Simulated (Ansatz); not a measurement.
Te, response to strain

Base system: Te (space group P3_121, No. 152; a = 4.521 Å, c = 5.954 Å; made of chains).

Strains are applied to the cell and any free atomic positions relax.

Computed with PBE (Ansatz, a first-principles code, PAW, no SOC).

Notes on the quantities. pressure: mean of the normal stresses, compression positive.

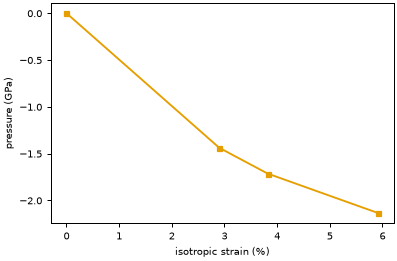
Figure: Pressure against isotropic strain

Q: From the plot, what is the pressure for isotropic strain +2.90 %?

A: About -1.4 GPa.

Q: Is the trend monotonic over the range shown?

A: Yes, it falls throughout, spanning -2.13 GPa to 0.00 GPa.

Whether these cells are dynamically stable was not tested. No dispersion term is included, though the crystal is made of layers, chains or molecules, so its spacings can come out too wide.
